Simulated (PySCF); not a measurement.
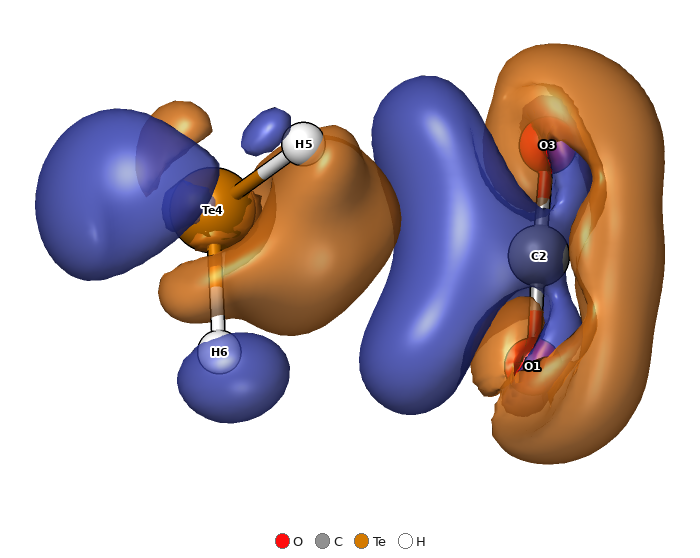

Figure. CH2O2Te, SMILES `O=C=O.[TeH2]`. Density of the complex less the densities of the two fragments at the same geometry, ±0.001 e/Å³ (orange: gain, blue: loss). Fragment A: CO2 (atoms 1–3); fragment B: TeH2.

Computed with PySCF, CAM-B3LYP/def2-SVP, geometry: GFN2-xTB. Core potentials replace the inner electrons of Te; spin–orbit coupling isn't included. GFN2-xTB bond lengths at metals and heavier atoms can be off by up to 0.1 Å and shapes distorted, which carries into these values.

Coordinates in Å:

```
O1      -2.4303    1.1476   -0.0136
C2      -2.4191    0.0034   -0.0099
O3      -2.4403   -1.1411   -0.0044
Te4      0.9993   -0.0231   -0.0331
H5       0.5383   -0.4201    1.4921
H6       0.9747    1.5493    0.4337
```

Which way does charge flow?

Hirshfeld charges show almost no net transfer (under 0.005 e). By Hirshfeld charges, electrons gather most on O3 (−0.004 e) and leave C2 most (+0.005 e); 0.04 e is displaced in all, which induces a dipole of 0.22 D.

What is the interaction energy, and which contacts carry it?

The counterpoise-corrected interaction energy of the frozen fragments is +0.6 kcal/mol without dispersion correction and −0.8 kcal/mol with D3(BJ). The pair geometry is semi-empirical, not a minimum at this level. Contacts: C2···Te4, 3.42 Å, ρ = 0.009 a.u. The pose is a local one from a semi-empirical search, not shown to be the most stable.

The PySCF run took 17 s on 1 thread of Arm Neoverse V1 (shared host), peak memory 0.4 GiB.
